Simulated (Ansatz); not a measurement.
# Geometry relaxation of C₄H₅AlO (part 2 of 2)

C₄H₅AlO; RKS PBE-D4/STO-3G (Ansatz 0.2.0). It belongs to a series of runs on one base structure; here: end point B relaxed.

Geometry of the input (Å):
```
C  -0.1178  -1.6554  1.5254
C  -0.2160  -0.3031  1.2757
O  -0.4776  0.6062  2.2968
C  0.0529  0.2101  -0.0618
C  0.1409  0.6115  -1.1946
Al 0.3965  1.3080  -2.9791
H  0.0411  -2.3144  0.7157
H  -0.2706  -1.9765  2.5091
H  -0.5812  0.3164  3.3093
H  0.4728  2.8676  -3.2135
H  -0.5966  0.1861  -1.8752
```

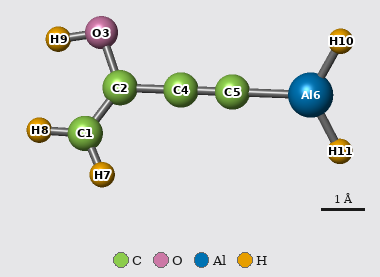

*The geometry at step 22 of the log (ball-and-stick view, seen on its broad side; atoms are numbered from 1 in the order of the input).*

Trajectory as extended XYZ, continued
```
11
Properties=species:S:1:pos:R:3:forces:R:3 step=10 energy=-12699.61722
C    -0.0244   -1.6118    1.6222    0.0830  -0.1765  -0.1926
C    -0.1161   -0.2523    1.4939   -0.0502   0.2127  -0.2449
O    -0.5356    0.6540    2.5160    0.0526   0.0005  -0.0877
C     0.1511    0.4306    0.2251    0.1667  -0.0233   0.2402
C     0.3698    0.9699   -0.8640   -0.2557  -0.1435  -0.0874
Al    0.0238    1.3043   -2.6823   -0.0273  -0.1014   0.1574
H     0.2964   -2.2362    0.7716   -0.0644   0.1653   0.1405
H    -0.2715   -2.1376    2.5538    0.0011   0.0540   0.1427
H    -0.7379    0.0100    3.3023    0.0188  -0.1010   0.0611
H     0.7557    2.3750   -3.4749   -0.1515  -0.1894   0.0907
H    -1.0670    0.3506   -3.1559    0.2269   0.3026  -0.2200
11
Properties=species:S:1:pos:R:3:forces:R:3 step=11 energy=-12699.69151
C    -0.0107   -1.6126    1.6527    0.0376  -0.0366  -0.1414
C    -0.1299   -0.2557    1.5008   -0.0736  -0.1218   0.1507
O    -0.5249    0.6564    2.5280    0.0331  -0.0003  -0.0220
C     0.0914    0.3956    0.2194    0.1242   0.2678  -0.3038
C     0.2491    0.9042   -0.8958   -0.1508  -0.2828   0.4411
Al    0.0135    1.3016   -2.7024   -0.0902   0.0094  -0.2709
H     0.2862   -2.2421    0.8002   -0.0358   0.0753   0.1031
H    -0.2140   -2.1197    2.6055    0.0113   0.0340   0.1045
H    -0.6823    0.0188    3.3334    0.0432  -0.0334  -0.0667
H     0.8181    2.3890   -3.3915   -0.1234  -0.1510   0.0724
H    -1.0520    0.4211   -3.3425    0.2245   0.2394  -0.0670
11
Properties=species:S:1:pos:R:3:forces:R:3 step=12 energy=-12699.73959
C    -0.0053   -1.6230    1.7011    0.0037   0.0116  -0.0372
C    -0.1532   -0.2770    1.4959    0.0594  -0.1106   0.0824
O    -0.5039    0.6567    2.5135   -0.0389  -0.0314   0.1614
C     0.0211    0.3500    0.1969   -0.0707  -0.2825   0.5637
C     0.1301    0.8263   -0.9259    0.0524   0.3009  -0.7237
Al    0.0099    1.3229   -2.7272   -0.1343  -0.0754  -0.1857
H     0.2595   -2.2858    0.8680    0.0011  -0.0320   0.0243
H    -0.1448   -2.0750    2.6954    0.0061   0.0190  -0.0321
H    -0.6171    0.0191    3.3268    0.0029   0.1216   0.0287
H     0.8536    2.4300   -3.3224   -0.0341  -0.0682   0.1124
H    -1.0054    0.5123   -3.5142    0.1525   0.1470   0.0058
11
Properties=species:S:1:pos:R:3:forces:R:3 step=13 energy=-12699.77518
C     0.0013   -1.6323    1.7361   -0.0124   0.0155   0.0350
C    -0.1640   -0.2932    1.5002    0.0055  -0.0608   0.0437
O    -0.4774    0.6714    2.5050   -0.0005  -0.0120   0.0132
C    -0.0499    0.2951    0.1739   -0.0053   0.0429  -0.1922
C     0.0185    0.7435   -0.9724   -0.0149   0.0044  -0.0069
Al   -0.0089    1.3250   -2.7594   -0.0335  -0.0504   0.0267
H     0.2368   -2.3204    0.9149   -0.0050  -0.0134   0.0091
H    -0.0969   -2.0553    2.7484    0.0201   0.0191  -0.0379
H    -0.5453    0.0667    3.3462    0.0065   0.0343   0.0363
H     0.8739    2.4720   -3.1946   -0.0229  -0.0326   0.0515
H    -0.9437    0.5838   -3.6905    0.0624   0.0530   0.0215
11
Properties=species:S:1:pos:R:3:forces:R:3 step=14 energy=-12699.77835
C    -0.0176   -1.6576    1.7845    0.0255  -0.0955   0.0475
C    -0.1746   -0.3352    1.4673   -0.0133  -0.1545  -0.0642
O    -0.4164    0.6895    2.4351    0.0056   0.0853  -0.1390
C    -0.1186    0.1800    0.1028   -0.0178   0.2908   0.1030
C    -0.0775    0.6916   -1.0186   -0.0121  -0.2267   0.0741
Al   -0.0253    1.3567   -2.7692    0.0443  -0.0048   0.1209
H     0.1691   -2.4260    1.0213   -0.0331   0.1213  -0.0133
H    -0.0630   -1.9924    2.8317    0.0121  -0.0261   0.0190
H    -0.4343    0.1421    3.3168    0.0120  -0.0385  -0.0080
H     0.8089    2.5770   -3.0373    0.0678   0.1326  -0.0311
H    -0.8064    0.6306   -3.8267   -0.0910  -0.0839  -0.1087
11
Properties=species:S:1:pos:R:3:forces:R:3 step=15 energy=-12699.67889 accepted=F
C    -0.0331   -1.6665    1.8288    0.0397   0.3734  -1.4237
C    -0.1774   -0.3505    1.4163   -0.0507  -0.9184   2.6549
O    -0.3885    0.6710    2.3967   -0.0744   0.4558   0.2772
C    -0.1336    0.2222    0.1144    0.0943  -0.2144  -1.0599
C    -0.0889    0.6961   -1.0201    0.0105   0.1067  -0.2376
Al   -0.0169    1.3653   -2.7711   -0.0298   0.0173   0.0146
H     0.1156   -2.4287    1.0539    0.0375  -0.1959   0.0791
H    -0.0453   -2.0098    2.8761   -0.0625   0.3290  -0.0590
H    -0.3994    0.1279    3.2864    0.0159   0.0400  -0.2432
H     0.7684    2.6257   -3.0309    0.0191   0.0276   0.0106
H    -0.7565    0.6038   -3.8427    0.0004  -0.0212  -0.0130
11
Properties=species:S:1:pos:R:3:forces:R:3 step=16 energy=-12699.78550
C    -0.0239   -1.6569    1.7815    0.0189  -0.0357   0.0214
C    -0.1762   -0.3323    1.4716   -0.0128  -0.0707  -0.0404
O    -0.4050    0.6935    2.4410    0.0083   0.0406  -0.0822
C    -0.1227    0.1909    0.1105   -0.0167   0.1564   0.0914
C    -0.0805    0.6790   -1.0204   -0.0025  -0.1289   0.0216
Al   -0.0227    1.3508   -2.7690    0.0227  -0.0063   0.0645
H     0.1484   -2.4157    1.0074   -0.0144   0.0597  -0.0280
H    -0.0571   -2.0004    2.8258   -0.0016  -0.0256   0.0336
H    -0.4221    0.1450    3.3225    0.0099  -0.0189  -0.0128
H     0.7907    2.5916   -3.0264    0.0276   0.0685  -0.0155
H    -0.7845    0.6111   -3.8367   -0.0394  -0.0392  -0.0537
11
Properties=species:S:1:pos:R:3:forces:R:3 step=17 energy=-12699.79068
C    -0.0370   -1.6541    1.7741   -0.0046   0.0072   0.0068
C    -0.1772   -0.3242    1.4798   -0.0030  -0.0077  -0.0092
O    -0.3783    0.7016    2.4532    0.0025   0.0058   0.0070
C    -0.1291    0.2092    0.1243    0.0038  -0.0014   0.0026
C    -0.0843    0.6578   -1.0221    0.0024  -0.0057   0.0005
Al   -0.0192    1.3385   -2.7672   -0.0049  -0.0040  -0.0047
H     0.1111   -2.3963    0.9800   -0.0016   0.0044  -0.0157
H    -0.0614   -2.0172    2.8124   -0.0009  -0.0014   0.0091
H    -0.3911    0.1507    3.3335    0.0034  -0.0011   0.0014
H     0.7418    2.6198   -3.0057   -0.0040   0.0054   0.0031
H    -0.7309    0.5707   -3.8545    0.0067  -0.0015  -0.0008
11
Properties=species:S:1:pos:R:3:forces:R:3 step=18 energy=-12699.79136
C    -0.0542   -1.6560    1.7758   -0.0001   0.0040  -0.0306
C    -0.1767   -0.3246    1.4798    0.0014   0.0289   0.0383
O    -0.3455    0.7081    2.4531    0.0064  -0.0176   0.0064
C    -0.1356    0.2052    0.1229    0.0004  -0.0234  -0.0274
C    -0.0927    0.6437   -1.0276   -0.0029   0.0066   0.0158
Al   -0.0204    1.3360   -2.7681    0.0091   0.0294  -0.0688
H     0.0678   -2.3981    0.9764    0.0005  -0.0014   0.0222
H    -0.0650   -2.0183    2.8152   -0.0088   0.0022  -0.0145
H    -0.3531    0.1610    3.3361    0.0019   0.0024  -0.0145
H     0.6839    2.6603   -2.9729   -0.0545  -0.0821   0.0026
H    -0.6641    0.5393   -3.8829    0.0465   0.0511   0.0706
11
Properties=species:S:1:pos:R:3:forces:R:3 step=19 energy=-12699.79189
C    -0.0612   -1.6569    1.7757   -0.0033  -0.0030  -0.0226
C    -0.1728   -0.3242    1.4806   -0.0104   0.0214   0.0404
O    -0.3326    0.7093    2.4551    0.0064  -0.0314  -0.0040
C    -0.1310    0.2044    0.1234    0.0104  -0.0192  -0.0011
C    -0.0877    0.6438   -1.0264    0.0199   0.0192  -0.0137
Al   -0.0134    1.3343   -2.7676   -0.0454   0.0504  -0.0657
H     0.0562   -2.4003    0.9767   -0.0045   0.0069   0.0192
H    -0.0793   -2.0204    2.8146    0.0007   0.0066  -0.0129
H    -0.3431    0.1607    3.3374    0.0014   0.0069  -0.0137
H     0.6519    2.6768   -2.9789   -0.0238  -0.0791   0.0218
H    -0.6426    0.5289   -3.8827    0.0486   0.0213   0.0522
11
Properties=species:S:1:pos:R:3:forces:R:3 step=20 energy=-12699.79130 accepted=F
C    -0.0843   -1.6584    1.7700   -0.0145   0.0097  -0.0011
C    -0.1605   -0.3205    1.4835   -0.0385  -0.0271   0.0604
O    -0.2851    0.7117    2.4663    0.0073  -0.0887  -0.0308
C    -0.1255    0.2113    0.1284    0.0331  -0.0113   0.0482
C    -0.0905    0.6570   -1.0186   -0.0030   0.0966  -0.0730
Al   -0.0292    1.3470   -2.7607    0.0675  -0.0688  -0.1519
H     0.0106   -2.4032    0.9690   -0.0143   0.0330   0.0020
H    -0.1170   -2.0299    2.8059    0.0247   0.0259  -0.0058
H    -0.3016    0.1550    3.3434    0.0013   0.0254  -0.0020
H     0.5665    2.7180   -2.9959   -0.0633  -0.0550   0.0766
H    -0.5389    0.4687   -3.8834   -0.0004   0.0602   0.0774
11
Properties=species:S:1:pos:R:3:forces:R:3 step=21 energy=-12699.79333
C    -0.0744   -1.6571    1.7720   -0.0030  -0.0015  -0.0050
C    -0.1683   -0.3221    1.4804   -0.0038   0.0053   0.0319
O    -0.3085    0.7109    2.4586    0.0042  -0.0388  -0.0153
C    -0.1263    0.2074    0.1239    0.0046  -0.0035   0.0147
C    -0.0856    0.6511   -1.0242    0.0080   0.0155  -0.0265
Al   -0.0182    1.3370   -2.7674   -0.0054   0.0142  -0.0176
H     0.0302   -2.4020    0.9728   -0.0066   0.0125   0.0047
H    -0.0941   -2.0223    2.8101    0.0016   0.0073  -0.0042
H    -0.3228    0.1592    3.3386    0.0014   0.0097  -0.0041
H     0.6062    2.6975   -2.9737   -0.0203  -0.0360   0.0046
H    -0.5937    0.4969   -3.8833    0.0193   0.0153   0.0169
11
Properties=species:S:1:pos:R:3:forces:R:3 step=22 energy=-12699.79434
C    -0.0974   -1.6581    1.7674   -0.0036   0.0187   0.0036
C    -0.1602   -0.3193    1.4816   -0.0016  -0.0236   0.0390
O    -0.2670    0.7135    2.4652    0.0058  -0.0636  -0.0392
C    -0.1179    0.2118    0.1263   -0.0015   0.0121   0.0238
C    -0.0802    0.6592   -1.0205    0.0022   0.0139  -0.0392
Al   -0.0207    1.3384   -2.7665    0.0140   0.0015  -0.0570
H    -0.0177   -2.4042    0.9662   -0.0062   0.0293   0.0001
H    -0.1190   -2.0267    2.8042    0.0013   0.0092   0.0030
H    -0.2877    0.1578    3.3425    0.0017   0.0116   0.0053
H     0.5212    2.7360   -2.9700   -0.0398  -0.0673   0.0057
H    -0.5090    0.4482   -3.8887    0.0276   0.0582   0.0551
11
Properties=species:S:1:pos:R:3:forces:R:3 step=23 energy=-12699.79476
C    -0.1042   -1.6584    1.7665   -0.0037   0.0186   0.0061
C    -0.1578   -0.3190    1.4821   -0.0008  -0.0261   0.0346
O    -0.2551    0.7134    2.4670    0.0055  -0.0586  -0.0393
C    -0.1147    0.2128    0.1271   -0.0033   0.0183   0.0195
C    -0.0774    0.6617   -1.0192    0.0030   0.0073  -0.0329
Al   -0.0200    1.3383   -2.7662    0.0083  -0.0020  -0.0618
H    -0.0320   -2.4046    0.9647   -0.0049   0.0285  -0.0024
H    -0.1266   -2.0277    2.8031    0.0009   0.0082   0.0041
H    -0.2779    0.1570    3.3438    0.0020   0.0105   0.0058
H     0.4941    2.7458   -2.9714   -0.0333  -0.0603   0.0090
H    -0.4840    0.4371   -3.8898    0.0264   0.0556   0.0573
11
Properties=species:S:1:pos:R:3:forces:R:3 step=24 energy=-12699.79586
C    -0.1216   -1.6592    1.7648   -0.0031   0.0114   0.0073
C    -0.1519   -0.3187    1.4832    0.0027  -0.0213   0.0126
O    -0.2253    0.7123    2.4703    0.0040  -0.0256  -0.0261
C    -0.1069    0.2152    0.1286   -0.0075   0.0312   0.0010
C    -0.0698    0.6675   -1.0167    0.0032  -0.0206  -0.0012
Al   -0.0178    1.3373   -2.7661    0.0029   0.0160  -0.0396
H    -0.0678   -2.4044    0.9610   -0.0016   0.0179  -0.0047
H    -0.1459   -2.0292    2.8011   -0.0005   0.0018   0.0035
H    -0.2528    0.1558    3.3468    0.0021   0.0036   0.0031
H     0.4243    2.7674   -2.9734   -0.0163  -0.0379   0.0116
H    -0.4200    0.4125   -3.8917    0.0141   0.0234   0.0323
11
Properties=species:S:1:pos:R:3:forces:R:3 step=25 energy=-12699.79629
C    -0.1448   -1.6596    1.7618    0.0001   0.0190  -0.0026
C    -0.1451   -0.3180    1.4837    0.0090  -0.0213  -0.0035
O    -0.1847    0.7118    2.4733    0.0020  -0.0064  -0.0158
C    -0.1002    0.2186    0.1299   -0.0125   0.0316   0.0013
C    -0.0652    0.6743   -1.0143   -0.0120  -0.0386   0.0140
Al   -0.0219    1.3377   -2.7660    0.0450   0.0241  -0.0622
H    -0.1153   -2.4028    0.9546   -0.0010   0.0144   0.0055
H    -0.1695   -2.0312    2.7975   -0.0026  -0.0052   0.0007
H    -0.2161    0.1553    3.3496    0.0019  -0.0034   0.0018
H     0.3365    2.7937   -2.9685   -0.0375  -0.0770   0.0024
H    -0.3293    0.3767   -3.8938    0.0076   0.0628   0.0582
11
Properties=species:S:1:pos:R:3:forces:R:3 step=26 energy=-12699.79435 accepted=F
C    -0.1623   -1.6599    1.7611    0.0006   0.0370  -0.0125
C    -0.1399   -0.3181    1.4833    0.0120  -0.0226  -0.0018
O    -0.1575    0.7129    2.4726   -0.0015  -0.0173  -0.0160
C    -0.0888    0.2180    0.1295   -0.0097   0.0210   0.0167
C    -0.0482    0.6729   -1.0147    0.0409  -0.0508  -0.0027
Al    0.0024    1.3322   -2.7677   -0.1409   0.0974  -0.0612
H    -0.1468   -2.4024    0.9527   -0.0030   0.0165   0.0151
H    -0.1923   -2.0314    2.7967   -0.0018  -0.0070  -0.0008
H    -0.1947    0.1575    3.3494    0.0006  -0.0034   0.0027
H     0.2566    2.8140   -2.9609    0.0243  -0.1494  -0.0095
H    -0.2842    0.3608   -3.8941    0.0786   0.0786   0.0701
11
Properties=species:S:1:pos:R:3:forces:R:3 step=27 energy=-12699.79601 accepted=F
C    -0.1503   -1.6558    1.7640   -0.0144  -0.1117   0.0423
C    -0.1390   -0.3177    1.4839   -0.0661   0.1062   0.0108
O    -0.1670    0.7141    2.4694    0.0059   0.0101   0.0721
C    -0.1092    0.2158    0.1301    0.0557  -0.0592   0.1011
C    -0.0751    0.6563   -1.0179    0.0066   0.0894  -0.1717
Al   -0.0151    1.3343   -2.7644   -0.0245  -0.0319   0.0283
H    -0.1288   -2.3922    0.9532   -0.0071  -0.0705  -0.0365
H    -0.1876   -2.0332    2.7976    0.0310   0.0216  -0.0145
H    -0.1922    0.1579    3.3468    0.0003   0.0309  -0.0090
H     0.2973    2.7969   -2.9554    0.0090   0.0304   0.0043
H    -0.2887    0.3801   -3.8996    0.0036  -0.0153  -0.0272
11
Properties=species:S:1:pos:R:3:forces:R:3 step=28 energy=-12699.79712
C    -0.1490   -1.6583    1.7619    0.0001   0.0201  -0.0116
C    -0.1455   -0.3164    1.4848    0.0014  -0.0422   0.0252
O    -0.1764    0.7129    2.4744    0.0008   0.0238  -0.0058
C    -0.1043    0.2190    0.1310   -0.0003   0.0247  -0.0288
C    -0.0684    0.6659   -1.0167   -0.0036  -0.0180   0.0213
Al   -0.0174    1.3348   -2.7664    0.0085   0.0021  -0.0086
H    -0.1256   -2.3984    0.9523   -0.0015  -0.0029  -0.0055
H    -0.1711   -2.0342    2.7959   -0.0016   0.0073   0.0079
H    -0.2055    0.1583    3.3519    0.0019  -0.0144  -0.0061
H     0.3170    2.7940   -2.9629   -0.0095  -0.0142   0.0007
H    -0.3093    0.3787   -3.8984    0.0037   0.0136   0.0112
11
Properties=species:S:1:pos:R:3:forces:R:3 step=29 energy=-12699.79607 accepted=F
C    -0.1498   -1.6595    1.7616    0.0022  -0.0695   0.0685
C    -0.1456   -0.3192    1.4900   -0.0113   0.1763  -0.2830
O    -0.1833    0.7145    2.4738    0.0302  -0.0195   0.0142
C    -0.1035    0.2186    0.1306   -0.0103  -0.0273   0.0863
C    -0.0674    0.6654   -1.0175   -0.0036  -0.0382   0.0764
Al   -0.0169    1.3349   -2.7670    0.0077  -0.0001  -0.0042
H    -0.1270   -2.3980    0.9508    0.0073  -0.0019  -0.0092
H    -0.1732   -2.0360    2.7951   -0.0027  -0.0141   0.0146
H    -0.1969    0.1622    3.3527   -0.0146  -0.0063   0.0271
H     0.3145    2.7949   -2.9629   -0.0087  -0.0126  -0.0001
H    -0.3065    0.3787   -3.8993    0.0037   0.0131   0.0095
11
Properties=species:S:1:pos:R:3:forces:R:3 step=30 energy=-12699.79722
C    -0.1499   -1.6580    1.7621   -0.0001   0.0062  -0.0039
C    -0.1454   -0.3165    1.4852   -0.0005  -0.0152  -0.0017
O    -0.1750    0.7134    2.4741    0.0016   0.0137   0.0025
C    -0.1050    0.2190    0.1310    0.0013   0.0081  -0.0067
C    -0.0689    0.6640   -1.0172   -0.0010  -0.0065   0.0053
Al   -0.0164    1.3342   -2.7664    0.0005  -0.0007   0.0010
H    -0.1277   -2.3979    0.9523   -0.0014  -0.0046  -0.0043
H    -0.1719   -2.0337    2.7962   -0.0010   0.0049   0.0062
H    -0.2030    0.1582    3.3513    0.0010  -0.0068  -0.0008
H     0.3126    2.7943   -2.9615   -0.0037  -0.0016   0.0010
H    -0.3050    0.3796   -3.8995    0.0032   0.0026   0.0013
11
Properties=species:S:1:pos:R:3:forces:R:3 step=31 energy=-12699.79743
C    -0.1566   -1.6577    1.7622   -0.0013  -0.0009  -0.0032
C    -0.1434   -0.3164    1.4850   -0.0038   0.0025  -0.0062
O    -0.1625    0.7139    2.4738    0.0013   0.0028   0.0080
C    -0.1043    0.2188    0.1308    0.0053  -0.0081   0.0099
C    -0.0683    0.6614   -1.0181    0.0017   0.0058  -0.0155
Al   -0.0149    1.3334   -2.7665   -0.0104   0.0003   0.0060
H    -0.1421   -2.3975    0.9520   -0.0014  -0.0057   0.0005
H    -0.1791   -2.0327    2.7966    0.0006   0.0024   0.0026
H    -0.1910    0.1584    3.3508    0.0009   0.0003   0.0015
H     0.2841    2.8005   -2.9565    0.0004  -0.0020  -0.0027
H    -0.2777    0.3744   -3.9021    0.0067   0.0027  -0.0009
11
Properties=species:S:1:pos:R:3:forces:R:3 step=32 energy=-12699.79757
C    -0.1716   -1.6568    1.7627   -0.0033  -0.0168  -0.0046
C    -0.1390   -0.3162    1.4854   -0.0153   0.0315   0.0021
O    -0.1327    0.7147    2.4739    0.0021  -0.0125   0.0121
C    -0.1064    0.2183    0.1309    0.0171  -0.0336   0.0240
C    -0.0733    0.6548   -1.0201   -0.0126   0.0384  -0.0419
Al   -0.0202    1.3334   -2.7661    0.0319  -0.0181  -0.0214
H    -0.1763   -2.3956    0.9514   -0.0014  -0.0092   0.0070
H    -0.1937   -2.0321    2.7971    0.0047   0.0027  -0.0022
H    -0.1600    0.1591    3.3511    0.0007   0.0078   0.0004
H     0.2231    2.8124   -2.9482   -0.0170  -0.0134   0.0021
H    -0.2056    0.3645   -3.9103   -0.0069   0.0231   0.0223
11
Properties=species:S:1:pos:R:3:forces:R:3 step=33 energy=-12699.79775
C    -0.1756   -1.6574    1.7630   -0.0014  -0.0018  -0.0075
C    -0.1387   -0.3167    1.4846   -0.0007   0.0143   0.0142
O    -0.1276    0.7140    2.4737   -0.0017  -0.0158   0.0006
C    -0.1024    0.2175    0.1302    0.0070  -0.0185   0.0065
C    -0.0678    0.6568   -1.0199   -0.0002   0.0182  -0.0194
Al   -0.0146    1.3334   -2.7665   -0.0083  -0.0005  -0.0411
H    -0.1827   -2.3982    0.9533   -0.0015  -0.0001   0.0094
H    -0.1969   -2.0303    2.7983   -0.0001  -0.0008  -0.0037
H    -0.1577    0.1583    3.3508    0.0012   0.0064  -0.0012
H     0.2074    2.8168   -2.9491   -0.0051  -0.0380   0.0023
H    -0.1990    0.3623   -3.9105    0.0107   0.0365   0.0399
11
Properties=species:S:1:pos:R:3:forces:R:3 step=34 energy=-12699.79796
C    -0.1791   -1.6574    1.7628   -0.0008  -0.0039   0.0013
C    -0.1361   -0.3170    1.4846   -0.0014   0.0015  -0.0029
O    -0.1213    0.7133    2.4737    0.0006   0.0000  -0.0025
C    -0.0982    0.2164    0.1296    0.0017   0.0051  -0.0034
C    -0.0654    0.6594   -1.0194   -0.0002  -0.0028   0.0050
Al   -0.0159    1.3341   -2.7667   -0.0001   0.0001  -0.0006
H    -0.1890   -2.3989    0.9540   -0.0011  -0.0015  -0.0014
H    -0.2032   -2.0303    2.7980    0.0005  -0.0006   0.0036
H    -0.1534    0.1581    3.3508    0.0006   0.0006   0.0011
H     0.1920    2.8173   -2.9513   -0.0013   0.0021  -0.0008
H    -0.1859    0.3615   -3.9083    0.0014  -0.0005   0.0005
```

Key numbers

- outcome: converged
- total energy: −12699.7980 eV
- mean-field energy: −12699.5804 eV
- largest force (length of the vector) at the end: 0.006 eV/Å
- wall time: 86 s
- peak memory: 0.13 GiB
